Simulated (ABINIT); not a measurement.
# Quasiparticle gap of AlN (F-43m) in ABINIT

Wanted: ground state, empty states, screening and self-energy for AlN (F-43m).

Program: ABINIT 10.8.3. Level of theory: PBE and many-body steps on it, plane waves. Results are calculated unless marked as measured.

## 1. Starting point

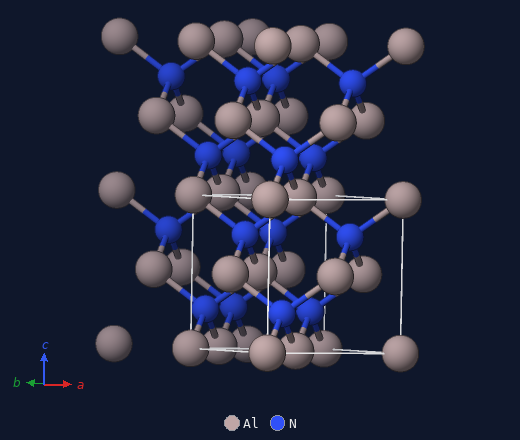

The cell as given, slightly off an axis (aluminium light grey, nitrogen blue). 1×2×2 cells are drawn. This picture shows the conventional cell, with its axes. Bonds to atoms that aren't drawn are left out. Some periodic images of atoms are drawn too.

The cell and positions are those that the Materials Project relaxed with its own functionals (PBE, PBE+U or r2SCAN), kept fixed. This is not the form that AlN usually takes at ambient conditions.

## 2. Ground state

This step: ABINIT 10.8.3; DFT, PBE, plane waves, norm-conserving pseudopotentials.

The ground-state density comes first.

File run.abi:

```
acell 3*1.0 Angstrom
rprim 
  -0.000000000000 2.183993559600 2.183993559600
  2.183993559600 -0.000000000000 2.183993559600
  2.183993559600 2.183993559600 -0.000000000000
ntypat 2
znucl 13 7
natom 2
typat 1 2
xred 
  0.000000000000 0.000000000000 0.000000000000
  0.750000000000 0.750000000000 0.750000000000
pp_dirpath "pseudos"
pseudos "Al.upf, N.upf"
ecut 36
ngkpt 8 8 8
nshiftk 1
shiftk 0 0 0
kptopt 1
chksymbreak 0
nband 9
occopt 1
tolvrs 1e-10
nstep 60
prtwf 0
optforces 0
optstress 0
indata_prefix "in"
outdata_prefix "out"
tmpdata_prefix "tmp"
```

The run is started by

```console
> OMP_NUM_THREADS=1 mpirun -n 4 abinit run.abi > log
```

Numbers of over 12 decimals in the logs are rounded to 6 here.

What it wrote:

```text
.Version 10.8.3 of ABINIT. v10.8.2 released Aug 2026.

 Symmetries : space group F-4 3 m (#216); Bravais cF (face-center cubic)
================================================================================
 Values of the parameters that define the memory need of the present run
     intxc =       0    ionmov =       0      iscf =       7    lmnmax =       6
     lnmax =       6     mgfft =      32  mpssoang =       3    mqgrid =    3001
     natom =       2  nloc_mem =       1    nspden =       1   nspinor =       1
    nsppol =       1      nsym =      24    n1xccc =    2501    ntypat =       2
    occopt =       1   xclevel =       2
-    mband =           9        mffmem =           1         mkmem =           8
       mpw =        1475          nfft =       32768          nkpt =          29
================================================================================
  Rough estimation (10% accuracy) of disk space for files :
================================================================================

--------------------------------------------------------------------------------
------------- Echo of variables that govern the present computation ------------
--------------------------------------------------------------------------------
 -outvars: echo values of preprocessed input variables --------
            acell      1.8897261259E+00  1.8897261259E+00  1.8897261259E+00 Bohr

      chksymbreak           0
             ecut      3.60000000E+01 Hartree
-          fftalg         312

              ixc     -101130
              kpt      0.00000000E+00  0.00000000E+00  0.00000000E+00
                       1.25000000E-01  0.00000000E+00  0.00000000E+00
                       2.50000000E-01  0.00000000E+00  0.00000000E+00
                       3.75000000E-01  0.00000000E+00  0.00000000E+00
                       5.00000000E-01  0.00000000E+00  0.00000000E+00
                       1.25000000E-01  1.25000000E-01  0.00000000E+00
                       2.50000000E-01  1.25000000E-01  0.00000000E+00
                       3.75000000E-01  1.25000000E-01  0.00000000E+00
                       5.00000000E-01  1.25000000E-01  0.00000000E+00
   [... 18 further rows ...]
                      -3.75000000E-01  5.00000000E-01  1.25000000E-01
                      -2.50000000E-01  5.00000000E-01  2.50000000E-01
         kptrlatt        8    0    0      0    8    0      0    0    8
          kptrlen      4.66933685E+01
P           mkmem           8
            natom           2
            nband           9
            ngfft          32      32      32
             nkpt          29
            nstep          60
             nsym          24
           ntypat           2
              occ      2.000000  2.000000  2.000000  2.000000  0.000000  0.000000
[...]
optforces           0
        optstress           0
            prtwf           0
            rprim     -0.0000000000E+00  2.1839935596E+00  2.1839935596E+00
[...]
spgroup         216

           tolvrs      1.00000000E-10

             xred      0.0000000000E+00  0.0000000000E+00  0.0000000000E+00
[...]
znucl       13.00000    7.00000

================================================================================

 chkinp: Checking input parameters for consistency.

================================================================================
== DATASET  1 ==================================================================
-   mpi_nproc: 4, omp_nthreads: 1 (-1 if OMP is not activated)

--- !DatasetInfo
iteration_state: {dtset: 1, }
dimensions: {natom: 2, nkpt: 29, mband: 9, nsppol: 1, nspinor: 1, nspden: 1, mpw: 1475, }
cutoff_energies: {ecut:  36.0, pawecutdg:  -1.0, }
electrons: {nelect:   8.00000000E+00, charge:   0.00000000E+00, occopt:   1.00000000E+00, tsmear:   1.00000000E-02, }

 Real(R)+Recip(G) space primitive vectors, cartesian coordinates (Bohr,Bohr^-1):
 R(1)=  0.0000000  4.1271497  4.1271497  G(1)= -0.1211490  0.1211490  0.1211490
 R(2)=  4.1271497  0.0000000  4.1271497  G(2)=  0.1211490 -0.1211490  0.1211490
 R(3)=  4.1271497  4.1271497  0.0000000  G(3)=  0.1211490  0.1211490 -0.1211490
 Unit cell volume ucvol=  1.4059849E+02 bohr^3
 Angles (23,13,12)=  6.00000000E+01  6.00000000E+01  6.00000000E+01 degrees

 getcut: wavevector=  0.0000  0.0000  0.0000  ngfft=  32  32  32
         ecut(hartree)=     36.000   => boxcut(ratio)=   2.02987

--- Pseudopotential description ------------------------------------------------
- Al Generated using ONCVPSP code by D. R. Hamann
- 13.00000   3.00000  171031                  znucl, zion, pspdat
12 -101130 2 -1 1876                          pspcod,pspxc,lmax,lloc,mmax
     nproj     2     2     2
  pspatm : epsatm=    4.08140545
         --- l  ekb(1:nproj) -->
[...]
pspatm: atomic psp has been read  and splines computed

- N Generated using ONCVPSP code by D. R. Hamann
-  7.00000   5.00000  171031                  znucl, zion, pspdat
12 -101130 1 -1 1058                          pspcod,pspxc,lmax,lloc,mmax
     nproj     2     2     0
  pspatm : epsatm=    5.20977870
         --- l  ekb(1:nproj) -->
[...]
1   -4.293905   -1.006988
 pspatm: atomic psp has been read  and splines computed

   7.43294732E+01                                ecore*ucvol(ha*bohr**3)
--------------------------------------------------------------------------------

_setup2: Arith. and geom. avg. npw (full set) are    1449.447    1449.423

================================================================================

--- !BeginCycle
iteration_state: {dtset: 1, }
solver: {iscf: 7, nstep: 60, nline: 4, wfoptalg: 0, }
tolerances: {tolvrs: 1.00E-10, }

     iter   Etot(hartree)      deltaE(h)  residm     vres2
 ETOT  1  -12.634092342631    -1.263E+01 1.154E-01 5.062E+02
 ETOT  2  -12.674579766554    -4.049E-02 1.118E-02 3.909E+02
 ETOT  3  -12.792254021089    -1.177E-01 3.968E-03 7.560E-01
 ETOT  4  -12.792395939617    -1.419E-04 2.268E-03 1.058E-02
 ETOT  5  -12.792396619737    -6.801E-07 1.683E-04 5.916E-04
 ETOT  6  -12.792396656975    -3.724E-08 2.226E-04 2.127E-06
 ETOT  7  -12.792396657092    -1.169E-10 1.632E-05 4.114E-07
 ETOT  8  -12.792396657207    -1.152E-10 2.316E-05 3.147E-09
 ETOT  9  -12.792396657208    -7.461E-13 1.662E-06 3.158E-10
 ETOT 10  -12.792396657208     1.776E-14 2.539E-06 1.021E-11

 At SCF step   10       vres2   =  1.02E-11 < tolvrs=  1.00E-10 =>converged.

--- !ResultsGS
iteration_state: {dtset: 1, }
comment   : Summary of ground state results
lattice_vectors:
- [ -0.0000000,   4.1271497,   4.1271497, ]
- [  4.1271497,  -0.0000000,   4.1271497, ]
- [  4.1271497,   4.1271497,  -0.0000000, ]
lattice_lengths: [   5.83667,    5.83667,    5.83667, ]
lattice_angles: [ 60.000,  60.000,  60.000, ] # degrees, (23, 13, 12)
lattice_volume:   1.4059849E+02
convergence: {deltae:  1.776E-14, res2:  1.021E-11, residm:  2.539E-06, diffor:  0.000E+00, }
etotal    :  -1.27923967E+01
entropy   :   0.00000000E+00
fermie    :   1.89575042E-01
cartesian_stress_tensor: null
pressure_GPa: null
xred      :
- [  0.0000E+00,   0.0000E+00,   0.0000E+00, Al]
- [  7.5000E-01,   7.5000E-01,   7.5000E-01,  N]
cartesian_forces: null
force_length_stats: {min: null, max: null, mean: null, }

 Integrated electronic density in atomic spheres:
 ------------------------------------------------
 Atom  Sphere_radius  Integrated_density
    1        2.00000          1.10832935
    2        2.00000          5.38580503
================================================================================

 ----iterations are completed or convergence reached----

 Mean square residual over all n,k,spin=   11.386E-09; max=  25.386E-07
 reduced coordinates (array xred) for    2 atoms
       0.000000000000      0.000000000000      0.000000000000
       0.750000000000      0.750000000000      0.750000000000
 rms dE/dt=  0.0000E+00; max dE/dt=  0.0000E+00; dE/dt below (all hartree)
    1       0.000000000000      0.000000000000      0.000000000000
    2       0.000000000000      0.000000000000      0.000000000000

 cartesian coordinates (angstrom) at end:
    1      0.000000     0.000000     0.000000
    2      3.275990     3.275990     3.275990
 length scales=  1.889726125908  1.889726125908  1.889726125908 bohr
              =  1.000000000000  1.000000000000  1.000000000000 angstroms
 prteigrs : about to open file out_EIG
 Fermi (or HOMO) energy (hartree) =   0.18958   Average Vxc (hartree)=  -0.39437
 Eigenvalues (hartree) for nkpt=  29  k points:
 kpt#   1, nband=  9, wtk=  0.00195, kpt=  0.0000  0.0000  0.0000 (reduced coord)
  -0.36046    0.18958    0.18958    0.18958    0.34363    0.65223    0.65223    0.65223
   0.84170
 prteigrs : prtvol=0 or 1, do not print more k-points.

--- !EnergyTerms
iteration_state     : {dtset: 1, }
comment             : Components of total free energy in Hartree
kinetic             :  8.18806009915906E+00
hartree             :  2.82096206911135E+00
xc                  : -4.24885300507606E+00
Ewald energy        : -1.08999795989279E+01
psp_core            :  5.28664802613182E-01
local_psp           : -8.51484725719231E+00
non_local_psp       : -6.66403766895545E-01
total_energy        : -1.27923966572082E+01
total_energy_eV     : -3.48098846451088E+02
band_energy         :  3.20550667474452E-02

== END DATASET(S) ==============================================================
================================================================================

 -outvars: echo values of variables after computation  --------
           etotal     -1.2792396657E+01
            nband           9
             nkpt          29
          spgroup         216
 [... the other variables as echoed above ...]

 Calculation completed.
```

Wall time 4.8 s (4 MPI ranks of Intel Xeon 6975P-C (Granite Rapids), shared host); peak memory 0.29 GiB; 19 s of CPU time.

Numbers from this step:

- total energy: -348.0988 eV
- gap: 3.325 eV
- k of the valence top: 0, 0, 0
- k of the conduction bottom: 0.5, 0.5, 0
- least direct gap: 4.192 eV

The gap is indirect, with the least direct gap 0.87 eV higher.

## 3. Bands along the symmetry lines

Levels along a band path, at the cheap level, show where the edges lie and whether the meshes to come will hold them.

File run.abi:

```
acell 3*1.0 Angstrom
rprim 
  -0.000000000000 2.183993559600 2.183993559600
  2.183993559600 -0.000000000000 2.183993559600
  2.183993559600 2.183993559600 -0.000000000000
ntypat 2
znucl 13 7
natom 2
typat 1 2
xred 
  0.000000000000 0.000000000000 0.000000000000
  0.750000000000 0.750000000000 0.750000000000
pp_dirpath "pseudos"
pseudos "Al.upf, N.upf"
ecut 36
iscf -2
irdden 1
kptopt 0
nkpt 50
kpt 
  0.00000000 0.00000000 0.00000000
  -0.06250000 -0.06250000 0.00000000
  -0.12500000 -0.12500000 0.00000000
  -0.18750000 -0.18750000 0.00000000
  -0.25000000 -0.25000000 0.00000000
  -0.31250000 -0.31250000 0.00000000
  -0.37500000 -0.37500000 0.00000000
  -0.43750000 -0.43750000 0.00000000
  -0.50000000 -0.50000000 0.00000000
  -0.48437500 -0.48437500 0.03125000
  -0.46875000 -0.46875000 0.06250000
  -0.45312500 -0.45312500 0.09375000
  -0.43750000 -0.43750000 0.12500000
  -0.42187500 -0.42187500 0.15625000
  -0.40625000 -0.40625000 0.18750000
  -0.39062500 -0.39062500 0.21875000
  -0.37500000 -0.37500000 0.25000000
  -0.37500000 0.00000000 0.37500000
  -0.32812500 0.00000000 0.32812500
  -0.28125000 0.00000000 0.28125000
  -0.23437500 0.00000000 0.23437500
  -0.18750000 0.00000000 0.18750000
  -0.14062500 0.00000000 0.14062500
  -0.09375000 0.00000000 0.09375000
  -0.04687500 0.00000000 0.04687500
  0.00000000 0.00000000 0.00000000
  0.00000000 0.00000000 0.06250000
  0.00000000 0.00000000 0.12500000
  0.00000000 0.00000000 0.18750000
  0.00000000 0.00000000 0.25000000
  0.00000000 0.00000000 0.31250000
  0.00000000 0.00000000 0.37500000
  0.00000000 0.00000000 0.43750000
  0.00000000 0.00000000 0.50000000
  -0.06250000 -0.03125000 0.46875000
  -0.12500000 -0.06250000 0.43750000
  -0.18750000 -0.09375000 0.40625000
  -0.25000000 -0.12500000 0.37500000
  -0.31250000 -0.15625000 0.34375000
  -0.37500000 -0.18750000 0.31250000
  -0.43750000 -0.21875000 0.28125000
  -0.50000000 -0.25000000 0.25000000
  -0.50000000 -0.28125000 0.21875000
  -0.50000000 -0.31250000 0.18750000
  -0.50000000 -0.34375000 0.15625000
  -0.50000000 -0.37500000 0.12500000
  -0.50000000 -0.40625000 0.09375000
  -0.50000000 -0.43750000 0.06250000
  -0.50000000 -0.46875000 0.03125000
  -0.50000000 -0.50000000 0.00000000
istwfk *1
nband 11
nbdbuf 2
tolwfr 1e-08
nstep 40
prtwf 0
prtvol 0
indata_prefix "in"
outdata_prefix "out"
tmpdata_prefix "tmp"
```

What it wrote:

```text
.Version 10.8.3 of ABINIT. v10.8.2 released Aug 2026.

 Symmetries : space group F-4 3 m (#216); Bravais cF (face-center cubic)
[... echo of the input left out ...]
== DATASET  1 ==================================================================
-   mpi_nproc: 4, omp_nthreads: 1 (-1 if OMP is not activated)

--- !DatasetInfo
iteration_state: {dtset: 1, }
dimensions: {natom: 2, nkpt: 50, mband: 11, nsppol: 1, nspinor: 1, nspden: 1, mpw: 1475, }
cutoff_energies: {ecut:  36.0, pawecutdg:  -1.0, }
electrons: {nelect:   8.00000000E+00, charge:   0.00000000E+00, occopt:   1.00000000E+00, tsmear:   1.00000000E-02, }

 Real(R)+Recip(G) space primitive vectors, cartesian coordinates (Bohr,Bohr^-1):
 R(1)=  0.0000000  4.1271497  4.1271497  G(1)= -0.1211490  0.1211490  0.1211490
 R(2)=  4.1271497  0.0000000  4.1271497  G(2)=  0.1211490 -0.1211490  0.1211490
 R(3)=  4.1271497  4.1271497  0.0000000  G(3)=  0.1211490  0.1211490 -0.1211490
 Unit cell volume ucvol=  1.4059849E+02 bohr^3
 Angles (23,13,12)=  6.00000000E+01  6.00000000E+01  6.00000000E+01 degrees

 getcut: wavevector=  0.0000  0.0000  0.0000  ngfft=  32  32  32
         ecut(hartree)=     36.000   => boxcut(ratio)=   2.02987

--- Pseudopotential description ------------------------------------------------
- Al Generated using ONCVPSP code by D. R. Hamann
- 13.00000   3.00000  171031                  znucl, zion, pspdat
12 -101130 2 -1 1876                          pspcod,pspxc,lmax,lloc,mmax
     nproj     2     2     2
  pspatm : epsatm=    4.08140545
         --- l  ekb(1:nproj) -->
             0    5.126667    0.728291
             1    7.287548    0.832437
             2   -2.770497   -0.637722
 pspatm: atomic psp has been read  and splines computed

- N Generated using ONCVPSP code by D. R. Hamann
-  7.00000   5.00000  171031                  znucl, zion, pspdat
12 -101130 1 -1 1058                          pspcod,pspxc,lmax,lloc,mmax
     nproj     2     2     0
  pspatm : epsatm=    5.20977870
         --- l  ekb(1:nproj) -->
[...]
pspatm: atomic psp has been read  and splines computed

--------------------------------------------------------------------------------

================================================================================
 prteigrs : about to open file out_EIG
 Non-SCF case, kpt    1 (  0.00000  0.00000  0.00000), residuals and eigenvalues=
  9.71E-10  2.77E-09  4.29E-09  7.32E-09  6.57E-10  1.48E-09  2.28E-09  8.19E-09
[...]
-3.6046E-01  1.8958E-01  1.8958E-01  1.8958E-01  3.4363E-01  6.5223E-01
  6.5223E-01  6.5223E-01  8.4170E-01  8.4170E-01  8.9101E-01
 Non-SCF case, kpt    2 ( -0.06250 -0.06250  0.00000), residuals and eigenvalues=
  1.61E-09  4.70E-09  3.30E-09  4.21E-09  2.01E-09  3.11E-09  1.76E-09  3.04E-09
[...]
-3.5763E-01  1.7673E-01  1.8652E-01  1.8652E-01  3.5768E-01  6.4259E-01
[...]
5.51E-09  4.84E-09  2.51E-09  3.94E-09  1.53E-09  4.56E-09  1.74E-09  7.44E-09
[...]
-3.4934E-01  1.4803E-01  1.7814E-01  1.7814E-01  3.8760E-01  6.1896E-01
  6.6769E-01  6.6769E-01  6.9898E-01  8.5904E-01  9.2688E-01
[...]
Non-SCF case, kpt   49 ( -0.50000 -0.46875  0.03125), residuals and eigenvalues=
[...]
-2.6170E-01  1.0381E-02  1.2267E-01  1.2270E-01  3.1521E-01  5.1016E-01
  6.9990E-01  7.6114E-01  7.6755E-01  1.0562E+00  1.0588E+00
 Non-SCF case, kpt   50 ( -0.50000 -0.50000  0.00000), residuals and eigenvalues=
[...]
-2.6178E-01  9.5895E-03  1.2433E-01  1.2433E-01  3.1176E-01  5.0752E-01
  7.0112E-01  7.6645E-01  7.6645E-01  1.0537E+00  1.0698E+00

--- !ResultsGS
iteration_state: {dtset: 1, }
comment   : Summary of ground state results
lattice_vectors:
- [ -0.0000000,   4.1271497,   4.1271497, ]
- [  4.1271497,  -0.0000000,   4.1271497, ]
- [  4.1271497,   4.1271497,  -0.0000000, ]
lattice_lengths: [   5.83667,    5.83667,    5.83667, ]
lattice_angles: [ 60.000,  60.000,  60.000, ] # degrees, (23, 13, 12)
lattice_volume:   1.4059849E+02
convergence: {deltae:  0.000E+00, res2:  0.000E+00, residm:  9.997E-09, diffor:  0.000E+00, }
etotal    :  -1.27923967E+01
entropy   :   0.00000000E+00
fermie    :   1.89575042E-01
cartesian_stress_tensor: null
pressure_GPa: null
xred      :
- [  0.0000E+00,   0.0000E+00,   0.0000E+00, Al]
- [  7.5000E-01,   7.5000E-01,   7.5000E-01,  N]
cartesian_forces: null
force_length_stats: {min: null, max: null, mean: null, }

 Integrated electronic density in atomic spheres:
 ------------------------------------------------
 Atom  Sphere_radius  Integrated_density
[...]
================================================================================

 ----iterations are completed or convergence reached----

 Mean square residual over all n,k,spin=   46.700E-10; max=  99.965E-10
 reduced coordinates (array xred) for    2 atoms
[...]
cartesian coordinates (angstrom) at end:
    1      0.000000     0.000000     0.000000
    2      3.275990     3.275990     3.275990
 length scales=  1.889726125908  1.889726125908  1.889726125908 bohr
              =  1.000000000000  1.000000000000  1.000000000000 angstroms
 prteigrs : about to open file out_EIG
 Eigenvalues (hartree) for nkpt=  50  k points:
 kpt#   1, nband= 11, wtk=  1.00000, kpt=  0.0000  0.0000  0.0000 (reduced coord)
[...]
kpt#   2, nband= 11, wtk=  1.00000, kpt= -0.0625 -0.0625  0.0000 (reduced coord)
[...]
kpt#   3, nband= 11, wtk=  1.00000, kpt= -0.1250 -0.1250  0.0000 (reduced coord)
[...]
kpt#  49, nband= 11, wtk=  1.00000, kpt= -0.5000 -0.4687  0.0313 (reduced coord)
  -0.26170    0.01038    0.12267    0.12270    0.31521    0.51016    0.69990    0.76114
   0.76755    1.05617    1.05884
 kpt#  50, nband= 11, wtk=  1.00000, kpt= -0.5000 -0.5000  0.0000 (reduced coord)
  -0.26178    0.00959    0.12433    0.12433    0.31176    0.50752    0.70112    0.76645
   0.76645    1.05374    1.06976

== END DATASET(S) ==============================================================
================================================================================

 -outvars: echo values of variables after computation  --------
            nband          11
             nkpt          50
          spgroup         216
 [... the other variables as echoed above ...]

 Calculation completed.
```

Wall time 4.4 s (4 MPI ranks); peak memory 0.27 GiB; 17 s of CPU time.

Numbers from this step:

```yaml
gap: 3.325 eV
k_of_the_valence_top: 0, 0, 0
k_of_the_conduction_bottom: -0.5, -0.5, 0
least_direct_gap: 4.192 eV
```

The gap is 3.325 eV, as in the run before at this level.

The electronic bands at the labelled points (eV, zero at the top of the highest filled band; v1 is the highest filled band, c1 the lowest empty one):

```
    point      v4     v3     v2     v1    c1     c2     c3     c4
        Γ  -14.97   0.00   0.00   0.00  4.19  12.59  12.59  12.59
        X  -12.28  -4.90  -1.78  -1.78  3.32   8.65  13.92  15.70
        U  -12.30  -4.25  -3.63  -1.37  5.17  10.12  13.05  14.17
jump to K  -12.30  -4.25  -3.63  -1.37  5.17  10.12  13.05  14.17
        Γ  -14.97   0.00   0.00   0.00  4.19  12.59  12.59  12.59
        L  -12.92  -5.86  -0.48  -0.48  7.39   9.85  11.17  11.17
        W  -12.23  -3.77  -3.44  -2.70  6.05  11.45  11.98  12.16
        X  -12.28  -4.90  -1.78  -1.78  3.32   8.65  13.92  15.70
```

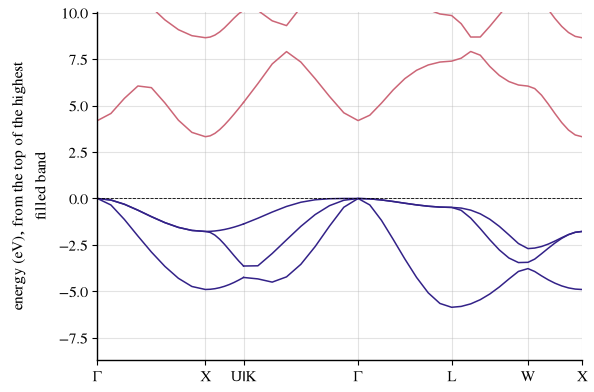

Electronic bands along the path; lines of filled and empty bands in two colours.

(Part 1 of 2 ends here.)

[Paths, hosts, dates, memory and timing lines, banners, echoed tables and standing remarks are left out of the program output.]

[Logs are printed without paths, hosts, clocks, repeated set-up lines and the standing remarks that a program may print on its own settings, such as how far it seeks lower states.]

[Runs of the session that timed out or met a known fault of the program may be left out.]

[Hosts, paths, dates, database ids (printed as entryN), source tags and the programs' standing remarks are cut or masked in the printed files.]

[G0W0 gaps are taken among the corrected bands and points alone; a level outside them can change the order at an edge.]

[Where Ansatz stands beside ABINIT at settings called matched, ABINIT's density can come from a denser mesh and the files from another edition; pairs whose starting gaps differed by over 0.03 eV were left out, so agreement reads better than it is.]
